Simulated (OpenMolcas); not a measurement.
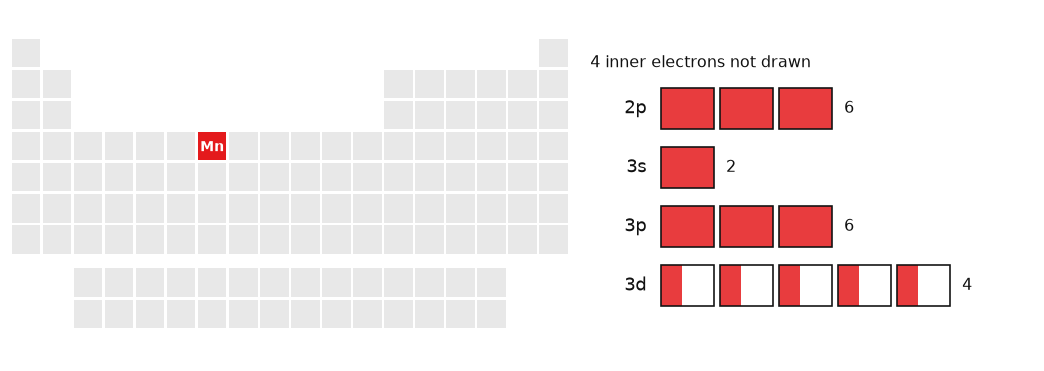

Left, the place of manganese in the periodic table; right, the outer shells of the leading configuration of the lowest level: a box for each of the 2l + 1 orbitals, shaded by the share of the shell that is filled, with the electron count at the right.

## Mn³⁺ complex: multiconfigurational calculation (part 1 of 2)

System: Mn³⁺ with 6 ligands (F; octahedron, 2.167 Å), embedded in Cs2NaYF6 by model potentials and point charges, whose field is part of the energies.
Method: state-averaged CASSCF, active space 4 electrons in the shell 3d, basis ANO-RCC-VDZP on the metal and ANO-RCC-VDZP on the ligands, DKH2 scalar Hamiltonian, spin-orbit coupling by RASSI with atomic mean-field integrals (OpenMolcas).

**Output (extracts)**
```
--- SEWARD ---
Basis set label: MN.ANO-RCC...5S4P2D1F.

      Electronic valence basis set:
      ------------------
      Associated Effective Charge  25.000000 au
      Associated Actual Charge     25.000000 au
      Nuclear Model: Point charge

      Shell  nPrim  nBasis  Cartesian Spherical Contaminant
         s      21       5        X
         p      15       4        X
         d      10       2                 X
         f       6       1                 X
                  Relativistic Douglas-Kroll-Hess integrals:
                    - DKH order of Hamiltonian: 2
                    - DKH order of Properties : 0
                  Atomic mean-field integrals
--- RASSCF ---
Wave function specifications:
      -----------------------------

      Number of closed shell electrons          78
      Number of electrons in active shells       4
      Max number of holes in RAS1 space          0
      Max nr of electrons in RAS3 space          0
      Number of inactive orbitals               39
      Number of active orbitals                  5
      Number of secondary orbitals              98
      Spin quantum number                      2.0
      State symmetry                             1
Orbital specifications:
      -----------------------

      Symmetry species                           1   2
                                                ag  au
      Frozen orbitals                            0   0
      Inactive orbitals                         18  21
      Active orbitals                            5   0
      RAS1 orbitals                              0   0
      RAS2 orbitals                              5   0
      RAS3 orbitals                              0   0
      Secondary orbitals                        46  52
      Deleted orbitals                           0   0
      Number of basis functions                 69  73
      Number of CSFs                             5
      Number of root(s) required                 5
      Iter CI   SX   CI       RASSCF       Energy    max ROT     max BLB   max BLB  Level Ln srch  Step   QN
          iter iter root      energy       change     param      element    value   shift minimum  type update
 Nr of preliminary CI iterations:   1
      Total energies have been shifted. Add                -1000.00 au
        1   1   10    0  -754.78404770    0.00E+00  -8.62E-02    8  35 2 -2.99E-01*  1.29   0.00    SX    NO
        2   1   10    0  -755.55553044   -7.71E-01* -5.53E-02    9  22 2  1.31E-01*  0.93   0.00    SX    NO
        3   1    9    0  -755.66753253   -1.12E-01* -3.30E-02   21  24 2  5.93E-02*  0.79   0.00    SX    NO
        4   1    9    0  -755.69081740   -2.33E-02* -1.88E-02   21  24 2  3.37E-02*  0.75   0.00    SX    NO
        5   1    9    0  -755.69768386   -6.87E-03* -1.97E-02   21  24 2  1.91E-02*  0.73   2.16    LS   YES
        6   1    8    0  -755.70047962   -2.80E-03* -3.61E-03   22  28 1 -5.09E-03*  0.71   1.10    QN   YES
        7   1    8    0  -755.70089443   -4.15E-04* -2.05E-03    4  32 2 -5.16E-03*  0.71   1.58    LS   YES
        8   1    8    0  -755.70095838   -6.40E-05* -1.37E-03    4  32 2 -5.70E-03*  0.71   1.01    QN   YES
        9   1    7    0  -755.70103057   -7.22E-05* -1.19E-03    6  34 2  1.25E-03*  0.71   1.27    QN   YES
       10   1    7    0  -755.70104476   -1.42E-05* -4.43E-04    6  34 2  8.96E-04*  0.71   1.28    QN   YES
       11   1    6    0  -755.70104680   -2.04E-06* -9.49E-05    6  34 2  2.22E-04*  0.71   1.23    QN   YES
       12   1    5    0  -755.70104698   -1.83E-07*  1.50E-05    6  30 1 -3.89E-05   0.71   1.17    QN   YES
       13   1    5    0  -755.70104700   -1.73E-08* -6.48E-06    6  34 2 -2.37E-05   0.71   1.11    QN   YES
       14   1    4    0  -755.70104700   -2.61E-09   2.01E-06    6  24 2  5.74E-06   0.71   1.07    QN   YES
      Convergence after 14 iterations
       15   1    4    0  -755.70104700   -1.93E-09   2.01E-06    6  24 1  1.68E-06   0.71   1.07    QN   YES
      Natural orbitals and occupation numbers for root  1
      sym 1:   1.000000   1.000000   1.000000   1.000000   0.000000
      Natural orbitals and occupation numbers for root  2
      sym 1:   0.000000   1.000000   1.000000   1.000000   1.000000
      Natural orbitals and occupation numbers for root  3
      sym 1:   0.000000   1.000000   1.000000   1.000000   1.000000
::    RASSCF root number  1 Total energy:  -1755.72293866
::    RASSCF root number  2 Total energy:  -1755.72293866
::    RASSCF root number  3 Total energy:  -1755.68645256
::    RASSCF root number  4 Total energy:  -1755.68645256
::    RASSCF root number  5 Total energy:  -1755.68645256
--- RASSCF ---
Wave function specifications:
      -----------------------------

      Number of closed shell electrons          78
      Number of electrons in active shells       4
      Max number of holes in RAS1 space          0
      Max nr of electrons in RAS3 space          0
      Number of inactive orbitals               39
      Number of active orbitals                  5
      Number of secondary orbitals              98
      Spin quantum number                      1.0
      State symmetry                             1
Orbital specifications:
      -----------------------

      Symmetry species                           1   2
                                                ag  au
      Frozen orbitals                            0   0
      Inactive orbitals                         18  21
      Active orbitals                            5   0
      RAS1 orbitals                              0   0
      RAS2 orbitals                              5   0
      RAS3 orbitals                              0   0
      Secondary orbitals                        46  52
      Deleted orbitals                           0   0
      Number of basis functions                 69  73
      Number of CSFs                            45
      Number of root(s) required                45
      Iter CI   SX   CI       RASSCF       Energy    max ROT     max BLB   max BLB  Level Ln srch  Step   QN
          iter iter root      energy       change     param      element    value   shift minimum  type update
 Nr of preliminary CI iterations:   1
      Total energies have been shifted. Add                -1000.00 au
        1   1    9    0  -755.54678492    0.00E+00  -1.15E-02   20  26 1 -1.88E-02*  0.72   0.00    SX    NO
        2   1    8    0  -755.54851209   -1.73E-03*  7.59E-03    7  34 2 -1.10E-02*  0.73   0.00    SX    NO
        3   1    8    0  -755.54892460   -4.13E-04* -3.92E-03   11  23 1 -4.95E-03*  0.72   0.00    SX    NO
        4   1    8    0  -755.54905138   -1.27E-04* -2.62E-03   11  23 1 -3.31E-03*  0.72   0.00    SX    NO
        5   1    7    0  -755.54909452   -4.31E-05* -3.70E-03   11  23 1 -1.92E-03*  0.72   2.43    LS   YES
        6   1    7    0  -755.54911717   -2.27E-05*  2.55E-04    7  34 2  1.50E-03*  0.72   1.00    QN   YES
        7   1    7    0  -755.54911889   -1.72E-06*  1.43E-04   10  24 1 -3.36E-04*  0.72   0.98    QN   YES
        8   1    6    0  -755.54911925   -3.56E-07*  9.31E-05   10  24 1 -1.89E-04*  0.72   1.65    LS   YES
        9   1    5    0  -755.54911932   -7.39E-08* -4.09E-05   10  24 1 -9.42E-05   0.72   1.07    QN   YES
       10   1    5    0  -755.54911934   -1.70E-08*  2.76E-05   10  24 1 -3.87E-05   0.72   1.23    QN   YES
       11   1    4    0  -755.54911934   -4.26E-09   2.15E-06   13  22 2  4.27E-06   0.72   1.03    QN   YES
      Convergence after 11 iterations
       12   1    4    0  -755.54911934   -2.64E-09   2.15E-06   13  22 2  2.19E-06   0.72   1.03    QN   YES
      Natural orbitals and occupation numbers for root  1
      sym 1:   1.852165   1.013009   0.109719   0.982814   0.042294
      Natural orbitals and occupation numbers for root  2
      sym 1:   0.110457   1.013340   0.982555   1.851697   0.041951
      Natural orbitals and occupation numbers for root  3
      sym 1:   0.999089   1.834971   0.039657   1.000546   0.125737
::    RASSCF root number  1 Total energy:  -1755.64280350
::    RASSCF root number  2 Total energy:  -1755.64280350
::    RASSCF root number  3 Total energy:  -1755.64280350
::    RASSCF root number  4 Total energy:  -1755.62007172
::    RASSCF root number  5 Total energy:  -1755.62007172
::    RASSCF root number  6 Total energy:  -1755.61237239
::    RASSCF root number  7 Total energy:  -1755.61237239
::    RASSCF root number  8 Total energy:  -1755.61237239
::    RASSCF root number  9 Total energy:  -1755.60969473
::    RASSCF root number 10 Total energy:  -1755.60969473
::    RASSCF root number 11 Total energy:  -1755.60969473
::    RASSCF root number 12 Total energy:  -1755.60121648
::    RASSCF root number 13 Total energy:  -1755.59633837
::    RASSCF root number 14 Total energy:  -1755.58412988
::    RASSCF root number 15 Total energy:  -1755.58412988
::    RASSCF root number 16 Total energy:  -1755.58412988
::    RASSCF root number 17 Total energy:  -1755.58332294
::    RASSCF root number 18 Total energy:  -1755.58332294
::    RASSCF root number 19 Total energy:  -1755.57941419
::    RASSCF root number 20 Total energy:  -1755.57941419
::    RASSCF root number 21 Total energy:  -1755.57941419
::    RASSCF root number 22 Total energy:  -1755.57408726
::    RASSCF root number 23 Total energy:  -1755.57408726
::    RASSCF root number 24 Total energy:  -1755.57408726
::    RASSCF root number 25 Total energy:  -1755.55427449
::    RASSCF root number 26 Total energy:  -1755.55427449
::    RASSCF root number 27 Total energy:  -1755.55427449
::    RASSCF root number 28 Total energy:  -1755.54985890
::    RASSCF root number 29 Total energy:  -1755.54985890
::    RASSCF root number 30 Total energy:  -1755.54985890
--- RASSCF ---
Wave function specifications:
      -----------------------------

      Number of closed shell electrons          78
      Number of electrons in active shells       4
      Max number of holes in RAS1 space          0
      Max nr of electrons in RAS3 space          0
      Number of inactive orbitals               39
      Number of active orbitals                  5
      Number of secondary orbitals              98
      Spin quantum number                      0.0
      State symmetry                             1
Orbital specifications:
      -----------------------

      Symmetry species                           1   2
                                                ag  au
      Frozen orbitals                            0   0
      Inactive orbitals                         18  21
      Active orbitals                            5   0
      RAS1 orbitals                              0   0
      RAS2 orbitals                              5   0
      RAS3 orbitals                              0   0
      Secondary orbitals                        46  52
      Deleted orbitals                           0   0
      Number of basis functions                 69  73
      Number of CSFs                            50
      Number of root(s) required                50
      Iter CI   SX   CI       RASSCF       Energy    max ROT     max BLB   max BLB  Level Ln srch  Step   QN
          iter iter root      energy       change     param      element    value   shift minimum  type update
 Nr of preliminary CI iterations:   1
      Total energies have been shifted. Add                -1000.00 au
        1   1    8    0  -755.47436127    0.00E+00  -5.20E-03   22  28 1 -8.52E-03*  0.72   0.00    SX    NO
        2   1    8    0  -755.47481377   -4.52E-04*  3.56E-03    7  34 2 -5.16E-03*  0.72   0.00    SX    NO
        3   1    8    0  -755.47493250   -1.19E-04* -1.85E-03   12  23 1 -2.33E-03*  0.72   0.00    SX    NO
        4   1    7    0  -755.47497096   -3.85E-05* -1.25E-03   12  23 1 -1.58E-03*  0.72   0.00    SX    NO
        5   1    7    0  -755.47498457   -1.36E-05* -1.85E-03   12  23 1 -9.19E-04*  0.72   2.49    LS   YES
        6   1    7    0  -755.47499210   -7.53E-06*  1.56E-04    7  34 2  8.45E-04*  0.72   1.00    QN   YES
        7   1    6    0  -755.47499265   -5.51E-07*  8.26E-05   10  24 1 -2.03E-04*  0.72   0.95    QN   YES
        8   1    6    0  -755.47499276   -1.10E-07*  8.41E-05   10  24 1 -1.20E-04*  0.72   2.02    LS   YES
        9   1    6    0  -755.47499279   -2.26E-08* -2.22E-05   23  29 1 -4.07E-05   0.72   0.74    QN   YES
       10   1    5    0  -755.47499280   -9.16E-09  -1.12E-05   10  24 1 -2.50E-05   0.72   1.18    QN   YES
      Convergence after 10 iterations
       11   1    5    0  -755.47499280   -1.12E-09  -1.12E-05   10  24 1 -9.41E-06   0.72   1.18    QN   YES
      Natural orbitals and occupation numbers for root  1
      sym 1:   1.000282   1.766866   0.990423   0.117615   0.124815
      Natural orbitals and occupation numbers for root  2
      sym 1:   1.048005   0.943542   1.782718   0.122478   0.103256
      Natural orbitals and occupation numbers for root  3
      sym 1:   1.782234   1.013260   0.976677   0.124251   0.103579
::    RASSCF root number  1 Total energy:  -1755.59054255
::    RASSCF root number  2 Total energy:  -1755.59054255
::    RASSCF root number  3 Total energy:  -1755.59054255
::    RASSCF root number  4 Total energy:  -1755.58753166
::    RASSCF root number  5 Total energy:  -1755.58753166
::    RASSCF root number  6 Total energy:  -1755.56910304
::    RASSCF root number  7 Total energy:  -1755.56818166
::    RASSCF root number  8 Total energy:  -1755.56635421
::    RASSCF root number  9 Total energy:  -1755.56635421
::    RASSCF root number 10 Total energy:  -1755.56635421
::    RASSCF root number 11 Total energy:  -1755.55961192
::    RASSCF root number 12 Total energy:  -1755.55961192
::    RASSCF root number 13 Total energy:  -1755.55961192
::    RASSCF root number 14 Total energy:  -1755.53919594
::    RASSCF root number 15 Total energy:  -1755.53919594
::    RASSCF root number 16 Total energy:  -1755.53654251
::    RASSCF root number 17 Total energy:  -1755.53654251
::    RASSCF root number 18 Total energy:  -1755.53654251
::    RASSCF root number 19 Total energy:  -1755.52311161
::    RASSCF root number 20 Total energy:  -1755.52311161
::    RASSCF root number 21 Total energy:  -1755.52196329
::    RASSCF root number 22 Total energy:  -1755.50759057
::    RASSCF root number 23 Total energy:  -1755.50759057
::    RASSCF root number 24 Total energy:  -1755.50759057
::    RASSCF root number 25 Total energy:  -1755.49422296
::    RASSCF root number 26 Total energy:  -1755.49422296
::    RASSCF root number 27 Total energy:  -1755.49422296
::    RASSCF root number 28 Total energy:  -1755.47841813
::    RASSCF root number 29 Total energy:  -1755.47775843
::    RASSCF root number 30 Total energy:  -1755.47775843
--- RASSI ---
SPIN-FREE ENERGIES:
  (Shifted by EMIN (a.u.) =      -1755.7229386630)

 SF State       Relative EMIN(au)   Rel lowest level(eV)    D:o, cm**(-1)

     1             0.0000000000        0.0000000000              0.0000
     2             0.0000000000        0.0000000000              0.0000
     3             0.0364861033        0.9928374491           8007.7741
     4             0.0364861033        0.9928374491           8007.7741
     5             0.0364861033        0.9928374491           8007.7741
     6             0.0801351621        2.1805888478          17587.6352
     7             0.0801351621        2.1805888478          17587.6352
     8             0.0801351621        2.1805888478          17587.6352
     9             0.1028669409        2.7991520602          22576.6839
    10             0.1028669409        2.7991520602          22576.6839
    11             0.1105662690        3.0086614514          24266.4911
    12             0.1105662690        3.0086614514          24266.4911
    13             0.1105662690        3.0086614514          24266.4911
    14             0.1132439293        3.0815243003          24854.1696
    15             0.1132439293        3.0815243003          24854.1696
    16             0.1132439293        3.0815243003          24854.1696
    17             0.1217221876        3.3122294611          26714.9322
    18             0.1266002924        3.4449694542          27785.5525
    51             0.1323961139        3.6026817918          29057.5883
    52             0.1323961139        3.6026817918          29057.5883
    53             0.1323961139        3.6026817918          29057.5883
    54             0.1354070027        3.6846122522          29718.4020
    55             0.1354070027        3.6846122522          29718.4020
    19             0.1388087822        3.7771793857          30465.0063
    20             0.1388087822        3.7771793857          30465.0063
    21             0.1388087822        3.7771793857          30465.0063
    22             0.1396157199        3.7991372812          30642.1087
    23             0.1396157199        3.7991372812          30642.1087
    24             0.1435244769        3.9054999762          31499.9817
    25             0.1435244769        3.9054999762          31499.9817
    26             0.1435244769        3.9054999762          31499.9817
    29             0.1488514005        4.0504529534          32669.1063
    27             0.1488514005        4.0504529534          32669.1063
    28             0.1488514005        4.0504529534          32669.1063
    56             0.1538356209        4.1860804986          33763.0162
    57             0.1547570055        4.2111526518          33965.2367
    58             0.1565844572        4.2608801438          34366.3160
    59             0.1565844572        4.2608801438          34366.3160
    60             0.1565844572        4.2608801438          34366.3160
    61             0.1633267405        4.4443470206          35846.0762
Eigenvalues of complex Hamiltonian:
   -----------------------------------
  (Shifted by EMIN (a.u.) =      -1755.7229386630)

 SO State       Relative EMIN(au)   Rel lowest level(eV)    D:o, cm**(-1)

     1            -0.0002367617        0.0000000000              0.0000
     2            -0.0001847823        0.0014144304             11.4082
     3            -0.0001847823        0.0014144304             11.4082
     4            -0.0001847823        0.0014144304             11.4082
     5            -0.0001330402        0.0028224058             22.7642
     6            -0.0001330402        0.0028224058             22.7642
     7            -0.0000879597        0.0040491096             32.6583
     8            -0.0000879597        0.0040491096             32.6583
     9            -0.0000879597        0.0040491096             32.6583
    10            -0.0000426907        0.0052809404             42.5937
    11             0.0355882715        0.9748488148           7862.6859
    12             0.0355882715        0.9748488148           7862.6859
    13             0.0355882715        0.9748488148           7862.6859
    14             0.0356114930        0.9754807037           7867.7825
    15             0.0356114930        0.9754807037           7867.7825
    16             0.0356114930        0.9754807037           7867.7825
    17             0.0356410839        0.9762859148           7874.2769
    18             0.0368557289        1.0093380889           8140.8607
    19             0.0368557289        1.0093380889           8140.8607
    20             0.0368557289        1.0093380889           8140.8607
    21             0.0368698216        1.0097215693           8143.9537
    22             0.0368698216        1.0097215693           8143.9537
    23             0.0376640777        1.0313343801           8318.2728
    24             0.0376640777        1.0313343801           8318.2728
    25             0.0376640777        1.0313343801           8318.2728
    26             0.0790745290        2.1581701636          17406.8163
    27             0.0796428792        2.1736357628          17531.5547
    28             0.0796428793        2.1736357629          17531.5547
    29             0.0796428793        2.1736357629          17531.5547
    30             0.0803929707        2.1940467913          17696.1808
    31             0.0803929707        2.1940467912          17696.1808
    32             0.0803929707        2.1940467912          17696.1808
    33             0.0804497160        2.1955909086          17708.6349
    34             0.0804497160        2.1955909084          17708.6349
    35             0.1027326388        2.8019401270          22599.1712
    36             0.1027326388        2.8019401270          22599.1712
    37             0.1027326388        2.8019401270          22599.1712
    38             0.1027484334        2.8023699201          22602.6377
    39             0.1027484334        2.8023699201          22602.6377
    40             0.1027484334        2.8023699201          22602.6377
    41             0.1081962404        2.9506123003          23798.2932
Weights of the five most important spin-orbit-free states for each spin-orbit state.
```

(Continued in part 2.) Outcome of the run: converged.
